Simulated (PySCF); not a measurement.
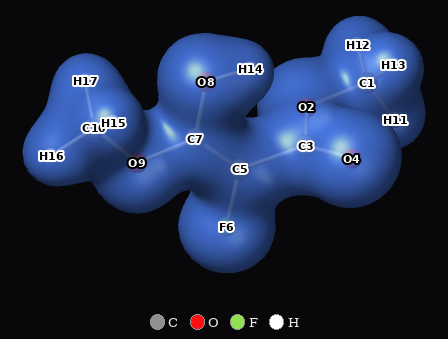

Figure. C5H7FO4 (SMILES COC(=O)/C(F)=C(\O)OC). Isosurface of the total electron density at 0.2 e/Å³ (blue), seen at a tilt.

Geometry: GFN2-xTB.

Computed with PBE0/pcSseg-1, SCF density, gas phase, non-relativistic (PySCF 2.14.0).

| atom | x (Å) | y (Å) | z (Å) |
| --- | --- | --- | --- |
| C | -2.5628 | -1.7469 | -1.3065 |
| O | -1.4755 | -0.8370 | -1.1694 |
| C | -1.5364 | 0.0245 | -0.1531 |
| O | -2.4081 | 0.0352 | 0.6732 |
| C | -0.3485 | 0.9480 | -0.1723 |
| F | -0.5739 | 2.1335 | -0.8039 |
| C | 0.8511 | 0.6846 | 0.3666 |
| O | 1.1195 | -0.4739 | 1.0217 |
| O | 1.8590 | 1.5611 | 0.2924 |
| C | 3.0725 | 1.2085 | 0.9337 |
| H | -3.4425 | -1.2217 | -1.6820 |
| H | -2.2399 | -2.5025 | -2.0177 |
| H | -2.8049 | -2.1966 | -0.3414 |
| H | 0.3326 | -1.0246 | 1.0889 |
| H | 2.9221 | 1.0600 | 2.0052 |
| H | 3.7409 | 2.0490 | 0.7630 |
| H | 3.4949 | 0.2987 | 0.5014 |

Question: How is the density connected at this value?

Answer: At this value the surface is in one piece. It bridges the sampled C–O (1.20 Å), C–C (1.34 Å), C–F (1.36 Å) and O–H (0.96 Å) contacts, where the density stays above the isovalue. On the grid the lowest density along these lines, outside the cores, is 3 e/Å³ (C–O, 1.20 Å), 2.3 e/Å³ (C–C, 1.34 Å), 1.7 e/Å³ (C–F, 1.36 Å) and 2.4 e/Å³ (O–H, 0.96 Å).
